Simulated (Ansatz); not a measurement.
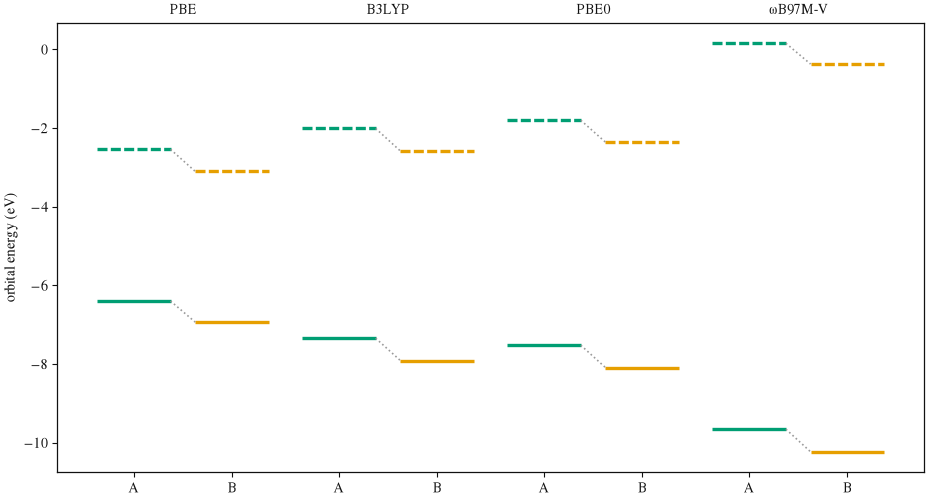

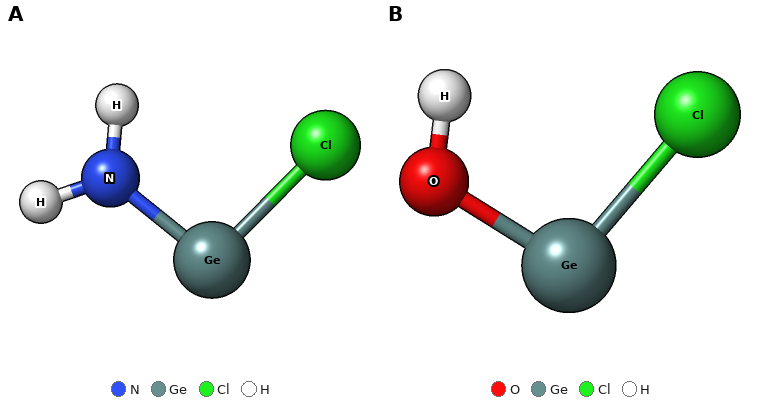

One change: A, GeNH₂Cl (SMILES [NH2][Ge][Cl]), becomes B, GeHOCl (SMILES [OH][Ge][Cl]). NH₂ on Ge is replaced by OH. HOMO (solid) and LUMO (dashed) computed in def2-TZVPP at PBE0-D4/def2-TZVP geometries, both minima by their frequencies, gas phase, the Ansatz code. Empty levels above zero depend strongly on the basis.

**What does the change do to HOMO and LUMO?**

PBE: the HOMO falls by 0.53 eV, the LUMO falls by 0.56 eV, and the separation goes from 3.86 to 3.83 eV. B3LYP: the HOMO falls by 0.57 eV, the LUMO falls by 0.57 eV, and the separation goes from 5.33 to 5.33 eV. PBE0: the HOMO falls by 0.57 eV, the LUMO falls by 0.56 eV, and the separation goes from 5.72 to 5.73 eV. ωB97M-V: the HOMO falls by 0.57 eV, the LUMO falls by 0.53 eV, and the separation goes from 9.81 to 9.86 eV.

**Do the functionals agree on the effect?**

They agree on the direction for both levels; the HOMO shift lies between −0.57 and −0.53 eV and the LUMO shift between −0.57 and −0.53 eV, while the separations themselves differ by up to 6.0 eV between functionals.
